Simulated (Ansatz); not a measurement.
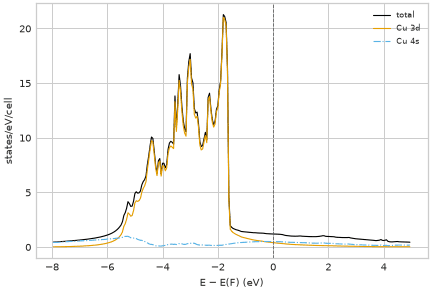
Figure. Total and projected density of states of Cu (dhcp (α-La type), space group No. 194), DFT-r²SCAN in the program Ansatz with PAW potentials

**Question.** Which orbitals carry the states next to the Fermi level?

**Answer.** Within 0.5 eV of the Fermi level: Cu 4s 42 %, Cu 3d 34 %, outside the projected shells 24 %. Projections are on Löwdin-orthogonalised atomic valence shells; empty p or d shells of many metals are not among them.

**Question.** Where is the tallest occupied peak in this window, and what makes it?

**Answer.** Near -1.8 eV, about 21 states/eV per cell; the largest projected share is Cu 3d.

Space group P6_3/mmc (dhcp (α-La type)). The workflow started from a Materials Project entry (that database holds measured and hypothetical structures alike); the Crystallography Open Database copy checked does not list it. It is not the phase usual at ambient conditions (space group No. 225). The r²SCAN relaxation kept the symmetry of its start; of distortions, only those at the zone centre were tested. The run is not spin-polarised.

Potentials: the later of the program's two PAW sets.
